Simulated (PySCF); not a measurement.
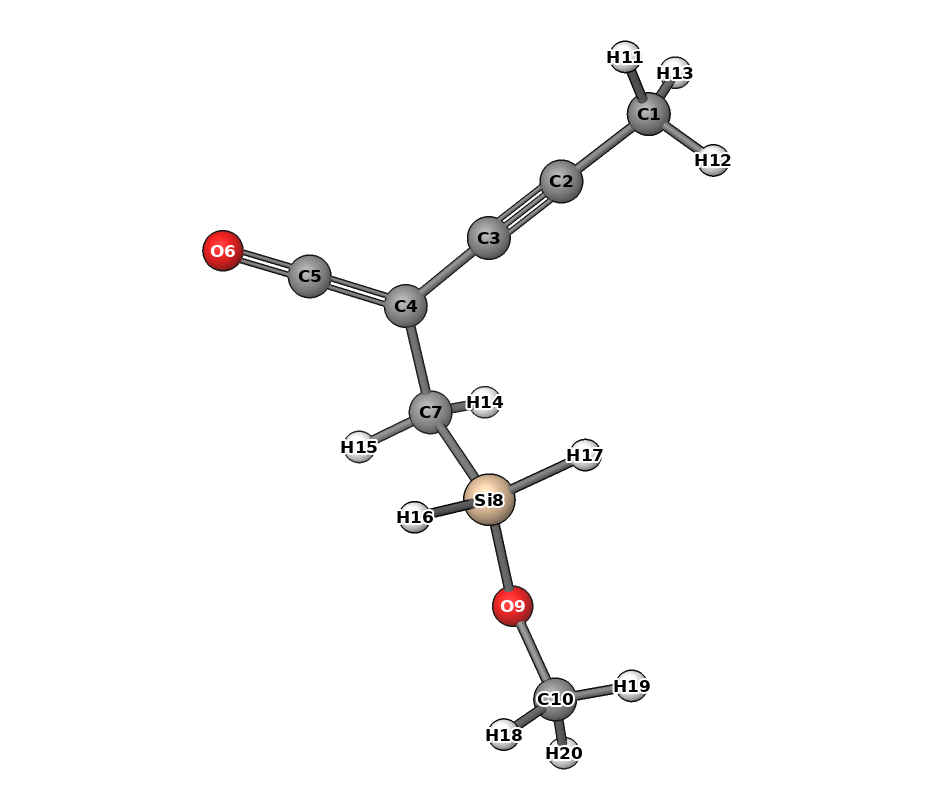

Computed geometry: GFN2-xTB optimisation. No frequency run is at hand to confirm it as a minimum. Electric field gradients from the ground-state density, PBE0/pcSseg-1 (PySCF 2.14.0), non-relativistic apart from any core potentials.

Give the largest field-gradient component, the quadrupole coupling constant and the asymmetry for 17O at O6 (Q = −25.6 mb), 17O at O9 (Q = −25.6 mb).

```json
{"atom": "O6", "V_zz (a.u.)": "−1.161", "e²qQ/h (MHz)": "6.98", "η": "0.37"}
{"atom": "O9", "V_zz (a.u.)": "1.735", "e²qQ/h (MHz)": "−10.44", "η": "0.39"}
```

The geometry is semi-empirical. Around Si such bond lengths and angles can be off by a tenth of an ångström or more and by several degrees, and values that hang on the shape move with them.
